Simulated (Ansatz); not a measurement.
**Run report: CH$_{7}$BFN, geometry relaxation (part 2 of 2)**

The same run, continued: CH$_{7}$BFN; RKS PBE0/6-31G* (Ansatz 0.2.0). The input holds or restrains some coordinates. It belongs to a series of runs on one base structure; here: pulled along the bonds that form and break, towards end B.

Geometry of the input (Å):
```
B  0.0000  0.0000  0.0000
F  0.0000  0.0000  1.6700
H  1.0305  0.0000  -0.5950
H  -1.0305  0.0000  -0.5950
N  0.0773  -1.7539  0.5833
H  -0.4410  -2.5119  0.0539
C  0.8576  -2.0964  1.7812
H  0.9977  -3.1964  1.8301
H  1.8490  -1.5995  1.7321
H  0.3162  -1.7522  2.6870
H  0.0473  -1.0728  1.5337
```

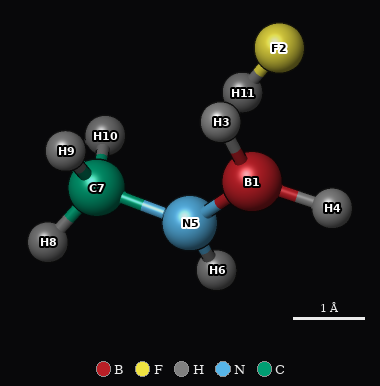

Figure 1. The geometry at step 8 of the log (ball-and-stick view, seen at a tilt; atoms are numbered from 1 in the order of the input).

**Trajectory as extended XYZ (Å, eV, eV/Å), 14 frames, from step=1 to step=14**
```
11
Properties=species:S:1:pos:R:3:forces:R:3 step=1 energy=-6023.31763
B     0.0000    0.0000    0.0000    0.5928  -5.1801   1.5039
F     0.0000    0.0000    1.6700   -0.2138   6.1873  -0.2430
H     1.0305    0.0000   -0.5950    0.4326   1.4061   0.5346
H    -1.0305    0.0000   -0.5950   -0.3855   0.8607   0.5297
N     0.0773   -1.7539    0.5833   -0.4198  -1.5811  -3.9660
H    -0.4410   -2.5119    0.0539    0.8045   1.1526   1.7611
C     0.8576   -2.0964    1.7812    2.4902  -3.2752  -0.2287
H     0.9977   -3.1964    1.8301   -0.0270   0.5706   0.1778
H     1.8490   -1.5995    1.7321   -0.3099  -0.3895   0.3063
H     0.3162   -1.7522    2.6870    0.7669  -0.9208   0.5557
H     0.0473   -1.0728    1.5337   -3.7311   1.1694  -0.9315
11
Properties=species:S:1:pos:R:3:forces:R:3 step=2 energy=-6024.50012
B     0.0081   -0.1457   -0.1046    0.2202  -5.1201   1.3172
F    -0.0008    0.0693    1.8328   -0.3384   1.7015  -1.1366
H     1.0535    0.0222   -0.6040    0.6247   1.3162   0.3743
H    -1.0479    0.0119   -0.6019   -0.3928   0.6897   0.2021
N     0.1040   -1.7884    0.4423    1.1465   2.3179   0.6742
H    -0.4461   -2.5291    0.0430   -0.3690  -0.1082   0.4511
C     0.8561   -2.1035    1.7486    0.7060  -1.8254  -1.4513
H     0.9971   -3.1930    1.8296   -0.0623   0.3145  -0.0442
H     1.8462   -1.6078    1.7348   -0.3708  -0.2860   0.0145
H     0.3305   -1.7713    2.6843    0.5153  -0.9514  -0.1512
H     0.0034   -0.9477    1.6763   -1.6793   1.9511  -0.2501
11
Properties=species:S:1:pos:R:3:forces:R:3 step=3 energy=-6025.17772
B     0.0132   -0.2766   -0.2129    0.2823  -4.6009   1.0660
F    -0.0085    0.1073    1.9522   -0.4008   2.3021  -0.3407
H     1.0651    0.0393   -0.6017    0.6000   1.2406   0.3070
H    -1.0556    0.0201   -0.6026   -0.3428   0.3797  -0.1567
N     0.1512   -1.8037    0.3226    1.4516   2.2536   2.0774
H    -0.4617   -2.5396    0.0372   -0.8119  -0.1230   0.2748
C     0.8532   -2.1112    1.7215    0.2561  -0.8277  -2.0493
H     0.9958   -3.1919    1.8266   -0.0477   0.1034  -0.2300
H     1.8409   -1.6117    1.7326   -0.4026  -0.2746  -0.1020
H     0.3351   -1.7841    2.6762    0.2976  -0.9425  -0.7565
H    -0.0244   -0.8309    1.8297   -0.8819   0.4894  -0.0899
11
Properties=species:S:1:pos:R:3:forces:R:3 step=4 energy=-6025.82633
B     0.0278   -0.4148   -0.3053    0.5997  -2.4053   0.9046
F    -0.0276    0.1921    2.0540   -0.2463   2.3998   0.0049
H     1.0771    0.0706   -0.5857   -0.0108   0.7056   0.3451
H    -1.0544    0.0162   -0.6068    0.1640  -0.2695  -0.2875
N     0.2143   -1.8302    0.2339    0.0984   0.4163   2.4618
H    -0.4970   -2.5471    0.0495   -0.0443   0.7432   0.4227
C     0.8585   -2.1233    1.6779    0.0996  -0.0088  -2.0499
H     0.9972   -3.1953    1.8123    0.0389  -0.1210  -0.3902
H     1.8341   -1.6175    1.7238   -0.1900  -0.1989  -0.1966
H     0.3376   -1.8099    2.6398    0.0354  -0.6929  -1.0606
H    -0.0635   -0.7237    1.9877   -0.5446  -0.5686  -0.1543
11
Properties=species:S:1:pos:R:3:forces:R:3 step=5 energy=-6026.49094
B     0.0674   -0.5161   -0.2917    0.5808  -1.5867   0.5505
F    -0.0837    0.3652    2.0914   -0.0960   0.4801  -0.0274
H     1.0810    0.1123   -0.4874   -0.2397  -0.0182   0.4306
H    -1.0020   -0.0805   -0.6579    0.2365  -0.4681  -0.2206
N     0.2035   -1.9012    0.2614    4.7590   5.2343   2.1861
H    -0.5228   -2.4572    0.1725   -4.7690  -3.3336  -0.3929
C     0.8950   -2.1682    1.6084   -0.5032  -0.0823  -1.7776
H     1.0341   -3.2397    1.7279    0.2986  -0.2145  -0.1779
H     1.8471   -1.6405    1.6670    0.0746  -0.0550  -0.2227
H     0.3314   -1.8916    2.5255   -0.1280  -0.1097  -0.3385
H    -0.1469   -0.5655    2.0642   -0.2137   0.1537  -0.0096
11
Properties=species:S:1:pos:R:3:forces:R:3 step=6 energy=-6026.92546
B     0.1011   -0.5140   -0.2835    0.4003  -1.8685   0.6774
F    -0.2688    0.3673    2.0784   -0.1184   0.2798   0.0554
H     1.1233    0.1296   -0.3430   -0.2918  -0.1451   0.2214
H    -0.9277   -0.1242   -0.7870    0.2781  -0.3321  -0.0611
N     0.1659   -1.8886    0.2959    3.4038   3.9566   1.2716
H    -0.6419   -2.3885    0.2997   -3.0186  -1.8006  -0.0788
C     0.9543   -2.1850    1.5643   -1.0214   0.2597  -1.1062
H     1.0073   -3.2574    1.7134    0.2595  -0.3468  -0.1405
H     1.9480   -1.7442    1.5289    0.0967   0.0107  -0.2502
H     0.4855   -1.8110    2.5127    0.1938  -0.2553  -0.4888
H    -0.2429   -0.5673    2.1015   -0.1821   0.2416  -0.1003
11
Properties=species:S:1:pos:R:3:forces:R:3 step=7 energy=-6027.28244
B     0.1269   -0.5147   -0.2370    0.2057  -1.8575   0.3164
F    -0.3732    0.4590    2.0560   -0.0807   0.1426   0.1319
H     1.1510    0.1273   -0.2054   -0.3109  -0.1596   0.0460
H    -0.8559   -0.1851   -0.8710    0.3609  -0.1410   0.2190
N     0.1373   -1.8677    0.3545    0.6797   2.2555   1.0172
H    -0.7518   -2.3346    0.4254   -0.2460  -0.2494  -0.2629
C     0.9981   -2.2199    1.5345    0.0548  -0.7700  -1.5739
H     1.0499   -3.3259    1.6532    0.2025   0.5940  -0.2634
H     2.0084   -1.7891    1.4341   -0.3481  -0.2427  -0.2578
H     0.6224   -1.8589    2.4747   -0.4215   0.3632   0.7535
H    -0.4090   -0.4736    2.0623   -0.0964   0.0648  -0.1260
11
Properties=species:S:1:pos:R:3:forces:R:3 step=8 energy=-6027.47829
B     0.1798   -0.5370   -0.2263   -0.3747  -2.0763   1.5081
F    -0.4975    0.5666    1.9443   -0.0633   0.4764   0.2330
H     1.1825    0.1024   -0.1307    0.1224  -0.0946  -0.1558
H    -0.7892   -0.1992   -0.8367    0.0682  -0.0513  -0.2181
N     0.0868   -1.8162    0.5004    0.4775   1.9400  -1.1064
H    -0.7744   -2.3369    0.4748   -0.1707  -0.1070  -0.1452
C     1.0283   -2.2835    1.5061   -0.2232   0.6906  -0.0337
H     1.1295   -3.3665    1.5542   -0.0643  -0.2011  -0.1610
H     2.0098   -1.8387    1.3167   -0.0437  -0.0543  -0.0075
H     0.6896   -1.9248    2.4883    0.3144  -0.2552   0.2968
H    -0.5411   -0.3494    2.0903   -0.0425  -0.2674  -0.2100
11
Properties=species:S:1:pos:R:3:forces:R:3 step=9 energy=-6027.56287
B     0.1497   -0.5300   -0.1635    0.1703  -2.0854   0.8700
F    -0.4482    0.6995    1.9712   -0.2243  -0.6139   0.1613
H     1.1748    0.0828   -0.1352   -0.0016  -0.0061   0.0411
H    -0.8009   -0.2129   -0.8067   -0.0898   0.0038  -0.1019
N     0.0936   -1.8232    0.5245   -0.2935   1.7342  -0.7264
H    -0.7460   -2.3898    0.4502    0.1032   0.1670  -0.0517
C     1.0398   -2.3131    1.5087   -0.4388   0.2764   0.6061
H     1.1840   -3.4008    1.4790   -0.1037   0.0926  -0.1503
H     1.9915   -1.8289    1.3362    0.3835   0.1277  -0.0128
H     0.7069   -2.0378    2.5424    0.3234  -0.3104  -0.4748
H    -0.6411   -0.2289    1.9746    0.1712   0.6142  -0.1607
11
Properties=species:S:1:pos:R:3:forces:R:3 step=10 energy=-6027.62281
B     0.1651   -0.5435   -0.1251   -0.2032  -2.1520   0.9953
F    -0.5773    0.8191    1.8763   -0.0424   0.3831   0.1181
H     1.2035    0.0436   -0.1023    0.0440  -0.0130   0.0407
H    -0.7705   -0.2268   -0.7981    0.0047  -0.0158  -0.0262
N     0.0521   -1.8046    0.6274    0.2502   2.2765  -1.0509
H    -0.7830   -2.3655    0.5225    0.0268   0.0046   0.0622
C     1.0666   -2.3492    1.5119   -0.2385   0.0732   0.0002
H     1.2361   -3.4137    1.3270    0.0030  -0.0720  -0.0201
H     2.0042   -1.8183    1.3495    0.0667   0.0617  -0.0386
H     0.7867   -2.2194    2.5667    0.0709  -0.1281   0.0297
H    -0.6793   -0.1047    1.9256    0.0177  -0.4182  -0.1103
11
Properties=species:S:1:pos:R:3:forces:R:3 step=11 energy=-6027.64720
B     0.1677   -0.5563   -0.1165   -0.1706  -2.0499   1.1809
F    -0.6183    0.8894    1.8026   -0.0547   0.4261   0.0857
H     1.2211    0.0057   -0.0972    0.0168   0.0058  -0.0177
H    -0.7564   -0.2490   -0.8084   -0.0003  -0.0050  -0.0061
N     0.0323   -1.7792    0.6928    0.2027   2.0587  -1.2058
H    -0.8055   -2.3369    0.5967   -0.0211  -0.0039   0.0256
C     1.0721   -2.3725    1.5102   -0.0453   0.1392   0.0181
H     1.3055   -3.3992    1.2032   -0.0408   0.0001  -0.0181
H     1.9781   -1.7710    1.4024    0.0068  -0.0195   0.0364
H     0.7932   -2.3830    2.5733    0.0582  -0.0903  -0.0146
H    -0.6857   -0.0310    1.9221    0.0482  -0.4614  -0.0842
11
Properties=species:S:1:pos:R:3:forces:R:3 step=12 energy=-6027.63468 accepted=F
B     0.1620   -0.5661   -0.0968   -0.0933  -2.0060   1.1909
F    -0.7055    0.9797    1.7020    0.0417  -0.5896   0.2641
H     1.2306   -0.0278   -0.1018   -0.0398   0.0173   0.0004
H    -0.7598   -0.2619   -0.7914   -0.0008  -0.0178  -0.0006
N     0.0210   -1.7672    0.7456    0.2670   2.0401  -1.1033
H    -0.8218   -2.3153    0.6673   -0.1551  -0.0503  -0.0059
C     1.0770   -2.3995    1.5128    0.1932  -0.1534   0.1840
H     1.3768   -3.3762    1.0695   -0.1186   0.4494   0.2283
H     1.9497   -1.7254    1.4939   -0.2048  -0.3022   0.0947
H     0.7842   -2.5795    2.5762    0.1595   0.1130  -0.6092
H    -0.6101    0.0561    1.9041   -0.0491   0.4996  -0.2434
11
Properties=species:S:1:pos:R:3:forces:R:3 step=13 energy=-6027.65701
B     0.1713   -0.5568   -0.1025   -0.1195  -2.0040   1.1400
F    -0.6743    0.9306    1.7509   -0.0620   0.2769   0.0934
H     1.2320   -0.0046   -0.1002   -0.0195  -0.0106  -0.0075
H    -0.7521   -0.2532   -0.7973   -0.0004  -0.0036   0.0169
N     0.0342   -1.7692    0.7207    0.1742   2.0764  -1.1022
H    -0.8184   -2.3085    0.6528   -0.0030  -0.0256  -0.0110
C     1.0821   -2.3876    1.5090   -0.0385  -0.0191   0.0178
H     1.3222   -3.3943    1.1398    0.0084   0.0547   0.0053
H     1.9821   -1.7716    1.4381   -0.0104  -0.0237   0.0081
H     0.8101   -2.4768    2.5718    0.0024   0.0051  -0.0885
H    -0.6850    0.0089    1.8981    0.0683  -0.3265  -0.0724
11
Properties=species:S:1:pos:R:3:forces:R:3 step=14 energy=-6027.65678
B     0.1749   -0.5649   -0.1002   -0.2081  -1.9904   1.1907
F    -0.6946    0.9530    1.7222   -0.0521   0.4360   0.0591
H     1.2438   -0.0321   -0.1272    0.0026   0.0235   0.0217
H    -0.7570   -0.2555   -0.7802    0.0107  -0.0122  -0.0129
N     0.0295   -1.7598    0.7480    0.1319   2.0457  -1.2842
H    -0.8208   -2.3037    0.6751    0.0063   0.0250   0.0111
C     1.0839   -2.3931    1.5093    0.0060  -0.0131   0.0205
H     1.3564   -3.3706    1.0910   -0.0044  -0.0079   0.0058
H     1.9706   -1.7555    1.4818   -0.0042   0.0049   0.0210
H     0.7945   -2.5412    2.5577    0.0412  -0.0229   0.0077
H    -0.6769    0.0405    1.9040    0.0700  -0.4886  -0.0406
```

**Results in brief**

```tsv
quantity	value
outcome	converged under the restraints of the input
total energy	−6027.6568 eV
mean-field energy	−6027.6568 eV
largest force (length of the vector) at the end, held atoms and coordinates included	2.419 eV/Å
hardware	1 thread of Arm Neoverse V2, 24 GiB of memory available, shared host
wall time	38 s
peak memory	0.17 GiB
```
